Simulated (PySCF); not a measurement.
**BF3 (boron trifluoride) at 6 levels**

We compute a comparison of 6 runs (HF/STO-3G, HF/3-21G, PBE/aug-cc-pVDZ, SVWN5/aug-cc-pVDZ, r2SCAN/aug-cc-pVDZ, revPBE/aug-cc-pVDZ) of BF3 (boron trifluoride). 

The results are computed with PySCF 2.14.0.

2 further runs of the same task are left out: 2 set aside as unsound or not needed.

**1. The structure to begin with**

BF3 has 4 atoms, charge 0, and is taken as a singlet. SMILES: `FB(F)F`. Geometry: relaxed at PBE0-D4/def2-TZVP.

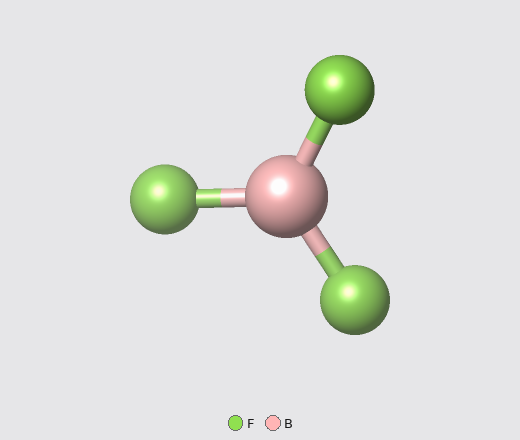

The structure, seen from a chosen angle (fluorine green, boron pink).

**2. A single-point energy at HF/STO-3G (run 1)**

run.py reads:

```python
from pyscf import gto

mol = gto.M(
    atom='F 0.543870 0.210740 1.174280; B 0.000020 -0.000000 0.000010; F -0.265170 -1.223510 -0.389620; F -0.278730 1.012770 -0.784660',
    verbose=3,
    spin=0,
    basis='sto-3g',
    max_memory=1860,
)

mf = mol.RHF()
mf.conv_tol = 1e-10
mf.kernel()
if not mf.converged:
    mf = mf.newton().run(mf.mo_coeff, mf.mo_occ)

e_tot = mf.e_tot
print('E = %.10f Eh' % e_tot)
```

On the command line:

```
$ OMP_NUM_THREADS=1 python run.py
```

The program printed:

```text
converged SCF energy = -318.661916140922
E = -318.6619161409 Eh
```

Run time: 0.58 s. Hardware: 1 thread of Arm Neoverse V2, shared host; peak memory 0.12 GiB.

**3. A single-point energy at HF/3-21G (run 2)**

run.py reads:

```python
from pyscf import gto, scf

mol = gto.Mole()
mol.atom = [
    ('F', (0.543870, 0.210740, 1.174280)),
    ('B', (0.000020, -0.000000, 0.000010)),
    ('F', (-0.265170, -1.223510, -0.389620)),
    ('F', (-0.278730, 1.012770, -0.784660)),
]
mol.spin = 0
mol.max_memory = 1860
mol.verbose = 3
mol.basis = '3-21g'
mol.charge = 0
mol.build()

mf = scf.RHF(mol)
mf.conv_tol = 1e-10
mf.kernel()
if not mf.converged:
    mf = mf.newton().run(mf.mo_coeff, mf.mo_occ)

etot = mf.e_tot
print(f'total energy: {etot:.8f} hartree')
```

On the command line:

```
$ OMP_NUM_THREADS=1 python run.py
```

The program printed:

```text
converged SCF energy = -321.464763880168
total energy: -321.46476388 hartree
```

It took 0.48 s on 1 thread of Arm Neoverse V2, shared host; peak memory 0.1 GiB.

Runs 3 to 5 aren't shown in full; the table further down has their settings and results.

**4. A single-point energy at revPBE/aug-cc-pVDZ (run 6)**

mol.xyz reads:

```xyz
4

F      0.543870     0.210740     1.174280
B      0.000020     0.000000     0.000010
F     -0.265170    -1.223510    -0.389620
F     -0.278730     1.012770    -0.784660
```

run.py reads:

```python
from pyscf import gto, dft

molecule = gto.M(
    atom='mol.xyz',
    max_memory=1860,
    verbose=3,
    basis='aug-cc-pvdz',
)

mf = dft.RKS(molecule, xc='revpbe')
mf.conv_tol = 1e-10
mf.grids.level = 5
mf.kernel()
if not mf.converged:
    mf = mf.newton().run(mf.mo_coeff, mf.mo_occ)

energy = mf.e_tot
print('Final energy', energy)
```

On the command line:

```
$ OMP_NUM_THREADS=1 python run.py
```

The program printed:

```text
converged SCF energy = -324.476988991098
Final energy -324.4769889910982
```

Run time: 9.3 s. Hardware: 1 thread of Arm Neoverse V2, shared host; peak memory 0.45 GiB.

**5. The series**

```csv
run,level,integration grid,energy (Eh),dipole moment (D),HOMO energy (eV),LUMO energy (eV),wall time
1,HF/STO-3G,–,-318.661916,0.00,-13.03,9.29,0.58 s
2,HF/3-21G,–,-321.464764,0.00,-17.62,5.10,0.48 s
3,PBE/aug-cc-pVDZ,5,-324.269267,0.00,-10.07,-0.81,9.3 s
4,SVWN5/aug-cc-pVDZ,5,-322.424650,0.00,-10.29,-0.85,5.7 s
5,r2SCAN/aug-cc-pVDZ,5,-324.453332,0.00,-10.61,-0.11,20 s
6,revPBE/aug-cc-pVDZ,5,-324.476989,0.00,-10.00,-0.86,9.3 s
```

**6. Results**

| quantity | value |
| --- | --- |
| run 6: total energy | -324.47699 Eh |
| run 6: dipole moment | 0.00 D |
| run 6: HOMO energy | -10.00 eV |
| run 6: LUMO energy | -0.86 eV |
| run 6: HOMO–LUMO gap | 9.14 eV |

**Reading.** The HOMO–LUMO gap runs from 9.14 eV (revPBE/aug-cc-pVDZ) to 22.73 eV (HF/3-21G). The two ends differ in method and basis. Totals of different functionals can't be ranked against each other. In run 1 the basis is minimal, so the values are rough. All runs together took 45 s, the longest 20 s.
